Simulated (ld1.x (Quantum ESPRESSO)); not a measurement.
**Cobalt: generating and testing a TM potential**

Task: generate the file, and judge it by its errors in other configurations, its logarithmic derivatives, its ghosts and its cutoff.

The numbers are computed with ld1.x (Quantum ESPRESSO) 7.5 (PBE, scalar-relativistic, spin-unpolarised reference atom).

### Step 1. Starting point

The settings as typed:

```
element                 : cobalt (Co, Z = 27)
type                    : norm-conserving Troullier–Martins (Kleinman–Bylander form)
frozen core             : [Ar]
valence charge          : 9
reference configuration : 3d7 4s2 4p0
partial waves           : 4s (bound): rc 1.60 bohr; 3d (bound): rc 1.75 bohr; 4p (bound, empty): rc 2.20 bohr
local potential         : the p channel
core correction         : not asked for
```

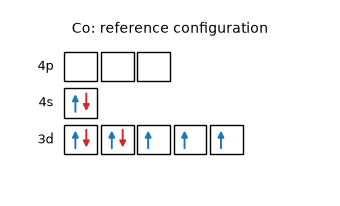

The outer shells as boxes. The arrows follow Hund's rule for the drawing; the calculation itself is spin-unpolarised.

An earlier all-electron run gives the scale for the radii.

All-electron outer shells of the reference configuration (PBE, scalar-relativistic, ld1.x):

```csv
shell,level (eV),outermost node (bohr),outermost maximum (bohr)
3s,-102.40,0.31,0.66
3p,-65.64,0.28,0.68
3d,-8.20,–,0.66
4s,-5.47,0.96,2.32
4p,-1.28,1.05,3.25
```

### Step 2. The generation run

File Co.in:

```
 &input
   title='Co', zed=27., rel=1, dft='PBE', iswitch=3,
   config='[Ar] 3d7 4s2 4p0',
   nld=3, rlderiv=2.40, eminld=-3.0, emaxld=5.0, deld=0.02
 /
 &inputp
   pseudotype=2, tm=.true., lloc=1,
   nlcc=.false.,
   file_pseudopw='Co.UPF', file_wfcaegen='ae.wfc', file_wfcncgen='nc.wfc', file_beta='beta', file_chi='chi'
 /
3
4S  1  0   2.00   0.00  1.60  1.60  0.0
3D  3  2   7.00   0.00  1.75  1.75  0.0
4P  2  1   0.00   0.00  2.20  2.20  0.0
 &test
   configts(1)='3d7 4s2 4p0'
 /
```

On the command line:

```bash
$ ld1.x < Co.in > Co.out
```

The output, Co.out (without the banner and most projector matrices):

```text
     Program LD1 v.7.5
     --------------------------- All-electron run ----------------------------

     Co
     scalar relativistic calculation

     atomic number is 27.00
     dft =PBE   lsd =0 sic =0 latt =0  beta=0.20 tr2=1.0E-14
     Exchange-correlation= PBE
                           (   1   4   3   4   0   0   0)
     mesh =1193 r(mesh) =  99.89935 a.u. xmin = -7.00 dx = 0.01250
     1 Ry =  13.60569312 eV, c = 137.03599908

     n l     nl                  e(Ry)          e(Ha)          e(eV)
     1 0     1S 1( 2.00)      -558.0826      -279.0413     -7593.1006
     2 0     2S 1( 2.00)       -66.0755       -33.0378      -899.0036
     2 1     2P 1( 6.00)       -56.5897       -28.2948      -769.9416
     3 0     3S 1( 2.00)        -7.5266        -3.7633      -102.4044
     3 1     3P 1( 6.00)        -4.8242        -2.4121       -65.6364
     3 2     3D 1( 7.00)        -0.6030        -0.3015        -8.2040
     4 0     4S 1( 2.00)        -0.4020        -0.2010        -5.4697
     4 1     4P 1( 0.00)        -0.0938        -0.0469        -1.2766

     final scf error:  8.6E-15 reached in  32 iterations

     Etot =   -2786.294851 Ry,   -1393.147426 Ha,  -37909.472698 eV

     Ekin =    2822.267919 Ry,    1411.133959 Ha,   38398.911213 eV
     Encl =   -6674.713191 Ry,   -3337.356595 Ha,  -90814.099355 eV
     Eh   =    1184.776043 Ry,     592.388022 Ha,   16119.699266 eV
     Exc  =    -118.625623 Ry,     -59.312811 Ha,   -1613.983821 eV

     normalization and overlap integrals

     s(1S/1S) =  1.000000  <r> =   0.0562  <r2> =    0.0042  r(max) =   0.0366
     s(2S/2S) =  1.000000  <r> =   0.2555  <r2> =    0.0770  r(max) =   0.2131
     s(2P/2P) =  1.000000  <r> =   0.2250  <r2> =    0.0622  r(max) =   0.1723
     s(3S/3S) =  1.000000  <r> =   0.7736  <r2> =    0.6913  r(max) =   0.6648
     s(3P/3P) =  1.000000  <r> =   0.8160  <r2> =    0.7864  r(max) =   0.6816
     s(3D/3D) =  1.000000  <r> =   1.0711  <r2> =    1.5569  r(max) =   0.6648
     s(4S/4S) =  1.000000  <r> =   2.8937  <r2> =    9.7888  r(max) =   2.3202
     s(4P/4P) =  1.000000  <r> =   4.4224  <r2> =   23.7598  r(max) =   3.2517

     ------------------------ End of All-electron run ------------------------

     --------------------- Generating NC pseudopotential ---------------------

      Generating local pot.: lloc=1, matching radius rcloc =   2.2000

      Wfc   4S  rcut= 1.615  Using Troullier-Martins method

      Wfc   3D  rcut= 1.740  Using Troullier-Martins method

     ------------------- End of pseudopotential generation -------------------

     [... the all-electron block is printed once more ...]


     Computing logarithmic derivative in   2.39392
     Computing logarithmic derivative in   2.39392
     Computing the partial wave expansion
     R is outside the sphere for l=    0 j= 0.00
       no projector for channel:   1
     R is outside the sphere for l=    2 j= 0.00

     ---------------------- Testing the pseudopotential ----------------------

     Co
     scalar relativistic calculation

     atomic number is 27.00   valence charge is  9.00
     dft =PBE   lsd =0 sic =0 latt =0  beta=0.20 tr2=1.0E-14
     mesh =1193 r(mesh) =  99.89935 xmin = -7.00 dx = 0.01250

     n l     nl             e AE (Ry)        e PS (Ry)    De AE-PS (Ry)
     3 2     3D   1( 7.00)       -0.60298       -0.60298        0.00000
     1 0     4S   1( 2.00)       -0.40202       -0.40201       -0.00000
     2 1     4P   1( 0.00)       -0.09383       -0.09383       -0.00000

     eps = 1.5E-15  iter =  9

     Etot =   -2786.294851 Ry,   -1393.147426 Ha,  -37909.472698 eV
     Etotps =   -54.809237 Ry,     -27.404619 Ha,    -745.717665 eV

     Ekin =      77.855486 Ry,      38.927743 Ha,    1059.277857 eV
     Encl =    -100.159263 Ry,     -50.079631 Ha,   -1362.736195 eV
     Ehrt =      52.683228 Ry,      26.341614 Ha,     716.791839 eV
     Ecxc =      -9.894948 Ry,      -4.947474 Ha,    -134.627625 eV
     Epseu=     -75.293741 Ry,     -37.646871 Ha,   -1024.423541 eV

     ---------------------- End of pseudopotential test ----------------------
```

Run time: 1.7 s. Hardware: 1 thread of Neoverse-V2, shared host. This counts the later configuration tests of the new file too.

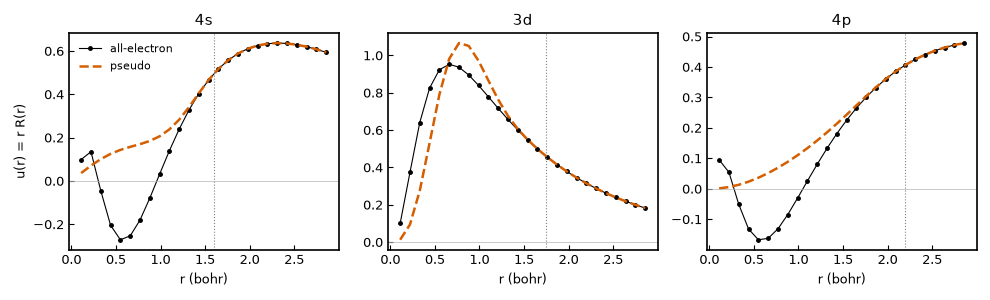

Bound waves of the atom and their pseudo partners (4s, 3d, 4p), with the matching radii dotted. The curves join 26 sampled radii, too few to resolve the innermost nodes.

### Step 3. Configuration tests

File Co.test.in:

```
 &input
   title='Co', zed=27., rel=1, dft='PBE', iswitch=2,
   config='[Ar] 3d7 4s2 4p0'
 /
 &test
   file_pseudo='Co.UPF', nconf=8,
   configts(1)='3d7 4s2 4p0',
   configts(2)='3d7 4s1 4p0',
   configts(3)='3d7 4s0 4p0',
   configts(4)='3d6 4s0 4p0',
   configts(5)='3d6 4s2 4p1',
   configts(6)='3d7.5 4s1.5 4p0',
   configts(7)='3d7 4s0 4p2',
   configts(8)='3d7 4s0 4p1'
 /
```

On the command line:

```bash
$ ld1.x < Co.test.in > Co.test.out
```

Co.test.out, the pseudopotential blocks:

```text
     ---------------------- Testing the pseudopotential ----------------------

     Co
     scalar relativistic calculation

     atomic number is 27.00   valence charge is  9.00
     dft =PBE   lsd =0 sic =0 latt =0  beta=0.20 tr2=1.0E-14
     mesh =1193 r(mesh) =  99.89935 xmin = -7.00 dx = 0.01250

     n l     nl             e AE (Ry)        e PS (Ry)    De AE-PS (Ry)
     3 2     3D   1( 7.00)       -0.60298       -0.60298        0.00000
     1 0     4S   1( 2.00)       -0.40202       -0.40201       -0.00000
     2 1     4P   1( 0.00)       -0.09383       -0.09383       -0.00000

     eps = 2.6E-15  iter =  8

     Etot =   -2786.294851 Ry,   -1393.147426 Ha,  -37909.472698 eV
     Etotps =   -54.809238 Ry,     -27.404619 Ha,    -745.717667 eV

     Ekin =      77.855486 Ry,      38.927743 Ha,    1059.277856 eV
     Encl =    -100.159263 Ry,     -50.079631 Ha,   -1362.736196 eV
     Ehrt =      52.683228 Ry,      26.341614 Ha,     716.791840 eV
     Ecxc =      -9.894948 Ry,      -4.947474 Ha,    -134.627625 eV
     Epseu=     -75.293742 Ry,     -37.646871 Ha,   -1024.423542 eV

     ---------------------- End of pseudopotential test ----------------------

     ---------------------- Testing the pseudopotential ----------------------

     Co
     [...]
     n l     nl             e AE (Ry)        e PS (Ry)    De AE-PS (Ry)
     3 2     3D   1( 7.00)       -1.24646       -1.24822        0.00176
     1 0     4S   1( 1.00)       -0.93803       -0.93654       -0.00149
     2 1     4P   1( 0.00)       -0.54886       -0.54869       -0.00017

     eps = 2.5E-15  iter = 13

     Etot =   -2785.631149 Ry,   -1392.815574 Ha,  -37900.442564 eV
     Etotps =   -54.145805 Ry,     -27.072903 Ha,    -736.691212 eV
     dEtot_ae =       0.663703 Ry
     dEtot_ps =       0.663432 Ry,   Delta E=       0.000270 Ry

     [...]
     ---------------------- End of pseudopotential test ----------------------

     ---------------------- Testing the pseudopotential ----------------------

     Co
     [...]
     n l     nl             e AE (Ry)        e PS (Ry)    De AE-PS (Ry)
     3 2     3D   1( 7.00)       -1.98916       -1.98739       -0.00177
     1 0     4S   1( 0.00)       -1.53869       -1.52506       -0.01363  !
     2 1     4P   1( 0.00)       -1.07841       -1.07162       -0.00679  !

     eps = 6.9E-15  iter =  7

     Etot =   -2784.397424 Ry,   -1392.198712 Ha,  -37883.656885 eV
     Etotps =   -52.918195 Ry,     -26.459098 Ha,    -719.988722 eV
     dEtot_ae =       1.897427 Ry
     dEtot_ps =       1.891043 Ry,   Delta E=       0.006385 Ry

     [...]
     ---------------------- End of pseudopotential test ----------------------

     ---------------------- Testing the pseudopotential ----------------------

     Co
     [...]
     n l     nl             e AE (Ry)        e PS (Ry)    De AE-PS (Ry)
     3 2     3D   1( 6.00)       -3.31966       -3.37226        0.05259  !
     1 0     4S   1( 0.00)       -2.38146       -2.35601       -0.02545  !
     2 1     4P   1( 0.00)       -1.82341       -1.81690       -0.00651  !

     eps = 9.1E-15  iter =  8

     Etot =   -2781.761040 Ry,   -1390.880520 Ha,  -37847.787048 eV
     Etotps =   -50.256096 Ry,     -25.128048 Ha,    -683.769020 eV
     dEtot_ae =       4.533812 Ry
     dEtot_ps =       4.553142 Ry,   Delta E=      -0.019330 Ry

     [...]
     ---------------------- End of pseudopotential test ----------------------

     ---------------------- Testing the pseudopotential ----------------------

     Co
     [...]
     n l     nl             e AE (Ry)        e PS (Ry)    De AE-PS (Ry)
     3 2     3D   1( 6.00)       -1.11526       -1.16631        0.05105  !
     1 0     4S   1( 2.00)       -0.57203       -0.57588        0.00385
     2 1     4P   1( 1.00)       -0.19286       -0.19220       -0.00066

     eps = 5.4E-15  iter = 25

     Etot =   -2785.584838 Ry,   -1392.792419 Ha,  -37899.812478 eV
     Etotps =   -54.074085 Ry,     -27.037042 Ha,    -735.715400 eV
     dEtot_ae =       0.710013 Ry
     dEtot_ps =       0.735153 Ry,   Delta E=      -0.025140 Ry

     [...]
     ---------------------- End of pseudopotential test ----------------------

     ---------------------- Testing the pseudopotential ----------------------

     Co
     [...]
     n l     nl             e AE (Ry)        e PS (Ry)    De AE-PS (Ry)
     3 2     3D   1( 7.50)       -0.44423       -0.42872       -0.01551  !
     1 0     4S   1( 1.50)       -0.35944       -0.35951        0.00007
     2 1     4P   1( 0.00)       -0.07538       -0.07657        0.00119

     eps = 5.6E-15  iter = 25

     Etot =   -2786.365447 Ry,   -1393.182723 Ha,  -37910.433198 eV
     Etotps =   -54.875683 Ry,     -27.437842 Ha,    -746.621706 eV
     dEtot_ae =      -0.070595 Ry
     dEtot_ps =      -0.066446 Ry,   Delta E=      -0.004150 Ry

     [...]
     ---------------------- End of pseudopotential test ----------------------

     ---------------------- Testing the pseudopotential ----------------------

     Co
     [...]
     n l     nl             e AE (Ry)        e PS (Ry)    De AE-PS (Ry)
     3 2     3D   1( 7.00)       -0.84920       -0.85486        0.00567  !
     1 0     4S   1( 0.00)       -0.55385       -0.55134       -0.00251
     2 1     4P   1( 2.00)       -0.20516       -0.20473       -0.00043

     eps = 5.3E-15  iter = 14

     Etot =   -2785.634942 Ry,   -1392.817471 Ha,  -37900.494175 eV
     Etotps =   -54.150839 Ry,     -27.075420 Ha,    -736.759701 eV
     dEtot_ae =       0.659909 Ry
     dEtot_ps =       0.658398 Ry,   Delta E=       0.001511 Ry

     [...]
     ---------------------- End of pseudopotential test ----------------------

     ---------------------- Testing the pseudopotential ----------------------

     Co
     [...]
     n l     nl             e AE (Ry)        e PS (Ry)    De AE-PS (Ry)
     3 2     3D   1( 7.00)       -1.35700       -1.35987        0.00287
     1 0     4S   1( 0.00)       -1.00643       -1.00125       -0.00519  !
     2 1     4P   1( 1.00)       -0.60637       -0.60450       -0.00187

     eps = 2.8E-15  iter =  9

     Etot =   -2785.236570 Ry,   -1392.618285 Ha,  -37895.074046 eV
     Etotps =   -53.753442 Ry,     -26.876721 Ha,    -731.352830 eV
     dEtot_ae =       1.058281 Ry
     dEtot_ps =       1.055796 Ry,   Delta E=       0.002485 Ry

     [...]
     ---------------------- End of pseudopotential test ----------------------
```

The tests as a table, with energies relative to 3d7 4s2 4p0. The frozen-core shift comes from a second all-electron run, not shown, with the core orbitals held at their reference shape; it is that run's ΔE less the relaxed one.

```tsv
valence configuration	charge	ΔE all-electron (eV)	error AE − PS (meV)	frozen-core shift (meV)
3d7 4s1 4p0	+1	9.030	+3.7	+2.4
3d7 4s0 4p0	+2	25.816	+87	+9.5
3d6 4s0 4p0	+3	61.686	-263	+240
3d6 4s2 4p1	0	9.660	-342	+155
3d7.5 4s1.5 4p0	0	-0.960	-56	+22
3d7 4s0 4p2	0	8.979	+21	+2.8
3d7 4s0 4p1	+1	14.399	+34	+4.5
```

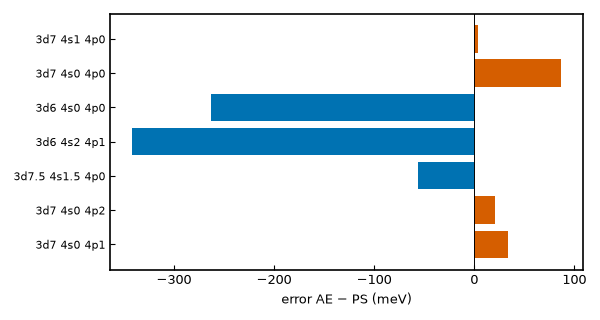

Error of the potential in each test configuration.

### Step 4. Logarithmic derivatives

Taken from the files of the generation run. The phase is arctan(r·u′/u) with u = r·R, unwrapped, with energies in Ry. A pole is an energy at which the radial function vanishes at the test radius. The pseudo phase is shifted by a multiple of π to meet the all-electron one at the reference energy. Levels narrower than the energy grid can be missing from the poles. The last column is the largest difference on the grid between −1 and +1 Ry.

| channel | radius (bohr) | reference (Ry) | poles AE | poles PS | window around the reference with phases within 0.05 rad (Ry) | largest difference near zero (rad) |
| --- | --- | --- | --- | --- | --- | --- |
| s | 2.39 | -0.40 | 2.02 | 2.56 | below 2.5 | 0.025 |
| p | 2.39 | -0.09 | 3.15 | 2.76 | below 3.2 | 0.024 |
| d | 2.39 | -0.60 | -0.45 | -0.44 | below 0.3 | 0.107 |

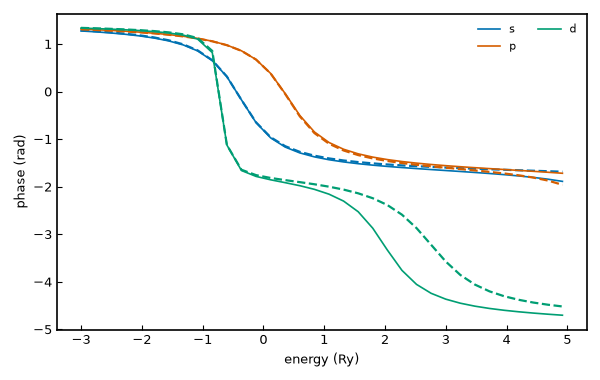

Phases by channel: all-electron solid, pseudo dashed.

### Step 5. Cutoff and ghost test in a Bessel basis

A separate test, outside the generator: the pseudo-atom's Hamiltonian at the reference potential is diagonalised in spherical Bessel functions j_l(qr) that vanish at 20 bohr, with q² up to the cutoff.

All-electron valence levels (Ry): 4s -0.4020, 3d -0.6030, 4p -0.0938. The lowest levels of each channel (Ry) by cutoff; the last column sums, over occupied levels, occupation times the distance from the level at 400 Ry. A positive value at high cutoff is not a bound level.

```tsv
cutoff (Ry)	s #1	s #2	d #1	p #1	f #1	Σ f·Δε (mRy)
8	-1.5720	-0.3197	0.0606	-0.0933	0.1121	4809.9
15	-2.0382	-0.3478	0.0606	-0.0936	0.1121	4753.5
21	-5.4429	-0.3912	0.0604	-0.0937	0.1121	4665.7
35	-9.2349	-0.4000	0.0584	-0.0938	0.1121	4633.5
45	-9.6361	-0.4007	-0.1626	-0.0938	0.1121	3085.6
60	-10.5134	-0.4017	-0.5279	-0.0938	0.1121	526.3
80	-10.6006	-0.4018	-0.5975	-0.0938	0.1121	38.6
90	-10.7126	-0.4019	-0.6021	-0.0938	0.1121	6.5
110	-10.7409	-0.4019	-0.6026	-0.0938	0.1121	2.7
140	-10.7901	-0.4020	-0.6028	-0.0938	0.1121	1.5
160	-10.7946	-0.4020	-0.6029	-0.0938	0.1121	0.5
200	-10.8043	-0.4020	-0.6030	-0.0938	0.1121	0.0
400	-10.8086	-0.4020	-0.6030	-0.0938	0.1121	0.0
```

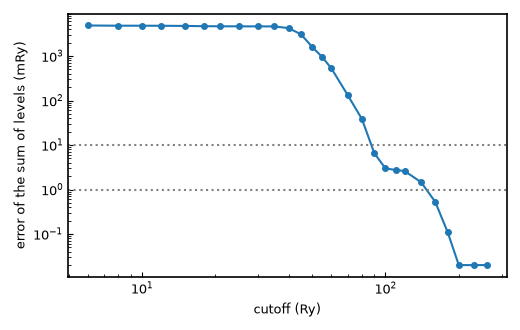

Occupation-weighted error of the valence levels against the cutoff; the dotted lines mark 10 and 1 mRy.

The sum stays within 10 mRy from 90 Ry and within 1 mRy from 160 Ry. The sum leaves out empty levels, which can need more. Ghost test: ghost state, bound below the all-electron valence or empty levels of the same l: s at -147.1 eV.

### Step 6. Outcome

| quantity | value |
| --- | --- |
| cutoffs for 10 and 1 mRy, occupied levels | 90 Ry and 160 Ry |
| bound ghosts | s at -147.06 eV |
| largest test error (AE − PS) | -342 meV, for 3d6 4s2 4p1 |
| largest phase difference near zero energy, channels read | 0.107 rad |

A bound ghost (s) makes it unfit for use: electrons can fall into a state that the atom doesn't have. By total energies transferability is poor: the largest error is 342 meV on 9.7 eV, for 3d6 4s2 4p1. The potential is hard: the looser tolerance needs 90 Ry. The slowest occupied level is 3d: taken alone it needs 90 Ry to come within 1 mRy, against 50 Ry for 4s. Near zero energy the largest phase difference among the channels read is 0.11 rad, in the d channel. These are tests on the free atom; a crystal test is still owed.
